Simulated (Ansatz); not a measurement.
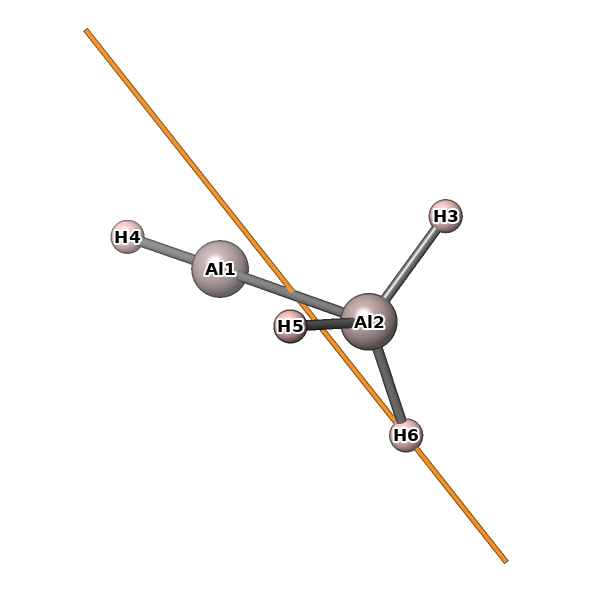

A line through the centre of mass is drawn in. Atoms fade into the background with distance from the viewer. Computed geometry: PBE-D4/def2-SVP optimisation. No frequency run is at hand to confirm it as a minimum.

Is the line a proper rotation axis of the structure, and of what order?

No. The point group is C3v, with 1 C3 axis and 3 mirror planes, and this line isn't one of its proper axes.
